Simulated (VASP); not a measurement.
Band structure of ErSi (space group Cmcm). All values below come from r2SCAN meta-GGA, VASP's PBE PAW potentials (set 64) (plane waves; VASP 6.6.1).

The 4f electrons are frozen in the core of the lanthanide potential, so 4f levels, which can set the real gap, and their magnetism are missing.

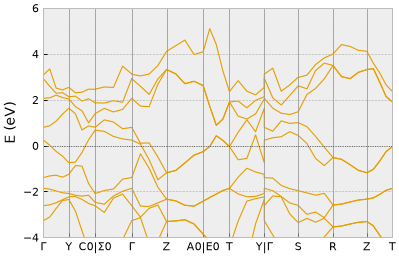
*Bands along high-symmetry lines, zero at the valence-band maximum or, without a gap, the Fermi level*

Problem. Read the plot: is there a gap, and where are the band edges?

Solution. It has no gap at this level: it comes out as a metal or semimetal.

The structure comes from a computed database's ErSi entry (Cmcm); how it stands against other phases isn't given here. It was relaxed first.
